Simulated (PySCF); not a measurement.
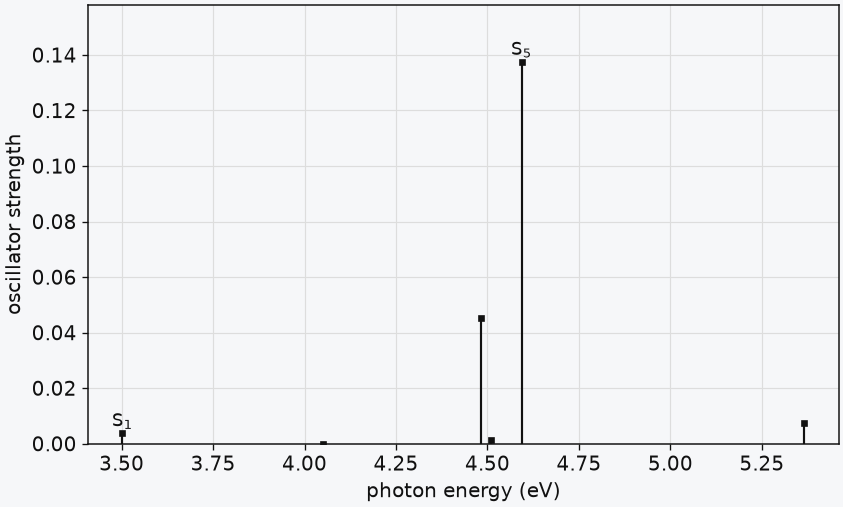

Vertical TDDFT excitations, PBE0/def2-SVPD in PySCF, at a GFN2-xTB geometry (no frequency check), gas phase. The lowest 6 singlet states are shown.

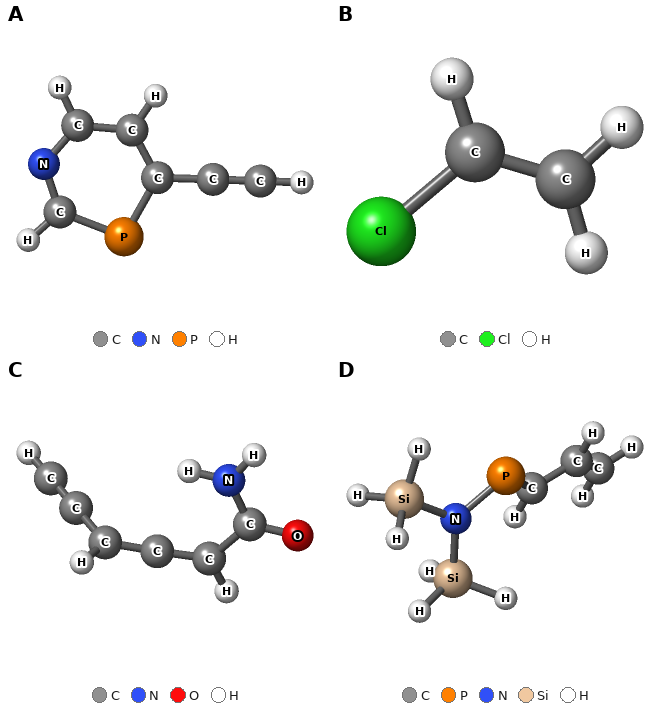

### Which molecule gives this spectrum? Choose among the lettered structures.

Structure A, C₆H₄NP, SMILES C#Cc1ccncp1. Its lowest singlet lies at 3.50 eV (f = 0.004) and the brightest of those computed is S5 at 4.59 eV (270 nm), f = 0.138, mainly HOMO−1 → LUMO (70 %).

Known limits of this run: the tight-binding geometry is rougher than a DFT one and adds to the error; core orbitals are frozen in the response.
